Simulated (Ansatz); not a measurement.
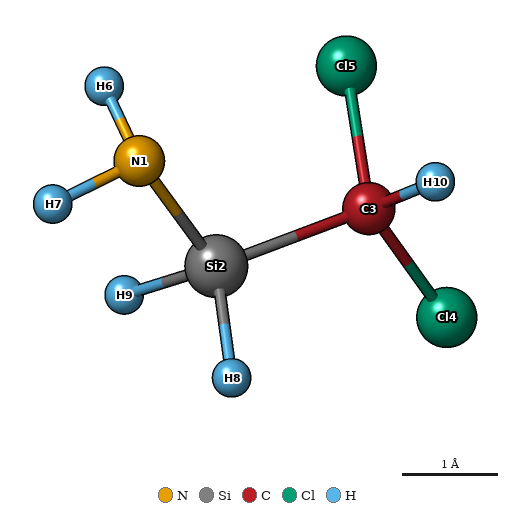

CH$_{5}$Cl$_{2}$NSi (coarse preliminary run), before the relaxation. Style: ball-and-stick. Shown at a tilt.

The start comes from a force field.

These are results of RKS PBE-D4/def2-SVP in Ansatz 0.2.0, not measurements.

The input:
```yaml
crystal:
  periodic: [false, false, false]
  atoms:
    - {symbol: N, position_ang: [0.088600, 1.198500, 1.201200]}
    - {symbol: Si, position_ang: [-0.594800, 0.034300, 0.152800]}
    - {symbol: C, position_ang: [0.628400, -1.082400, -0.630100]}
    - {symbol: Cl, position_ang: [-0.083600, -2.274600, -1.646900]}
    - {symbol: Cl, position_ang: [1.800500, -0.136300, -1.619800]}
    - {symbol: H, position_ang: [0.589600, 1.916800, 0.637000]}
    - {symbol: H, position_ang: [-0.707400, 1.787400, 1.572000]}
    - {symbol: H, position_ang: [-1.520000, -0.688900, 0.987200]}
    - {symbol: H, position_ang: [-1.364600, 0.820200, -0.805800]}
    - {symbol: H, position_ang: [1.246500, -1.626200, 0.155300]}
basis:
  gaussian: {orbitals: def2-SVP}
hamiltonian: {xc: pbe, dispersion: d4}
relax: {f_tol: 0.03, max_steps: 200}
```

Launched with:
```bash
ansatz run in.yaml --threads 4 --pin off --events-out ev --progress --plain --max-ram 10444MiB
```

> Where does the relaxation end?

Over 7 accepted moves (9 points after the start) the energy falls by 55.1 kJ/mol. The largest force component goes from 2.2 to 0.011 eV/Å. The line search rejected the trial steps at points 3, 4 of the run. The largest move after the best rigid fit is that of H7, 0.42 Å. Largest moves by element: H 0.42 Å, Si 0.15 Å, Cl 0.14 Å, N 0.14 Å, C 0.04 Å. Among the contacts that change: Si2–C3 1.832 → 1.916 Å, C3–Cl4 1.721 → 1.798 Å, Si2–H8 1.441 → 1.502 Å, Si2–H9 1.459 → 1.507 Å. Bond angles that change, for instance: N1–Si2–H9 104.3° → 117.8°, Si2–N1–H7 107.1° → 119.7°, H6–N1–H7 99.7° → 111.1°. The run took 15 s on 4 threads of Arm Neoverse V1, on a shared host.

Final geometry:

```xyz
10

N     0.0667    1.2836    1.0895
Si   -0.7215    0.0949    0.0991
C     0.6426   -1.0536   -0.6020
Cl   -0.1056   -2.3189   -1.6367
Cl    1.8155   -0.0277   -1.5261
H     0.6914    1.9627    0.6480
H    -0.4348    1.7014    1.8756
H    -1.6301   -0.6991    0.9932
H    -1.4764    0.5792   -1.1115
H     1.2354   -1.5736    0.1738
```

After the run, drawn alike:

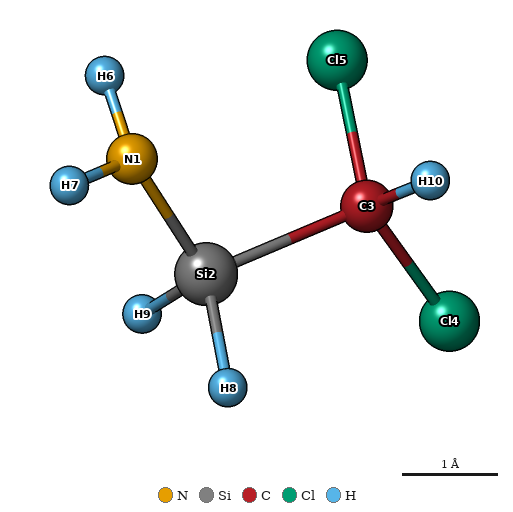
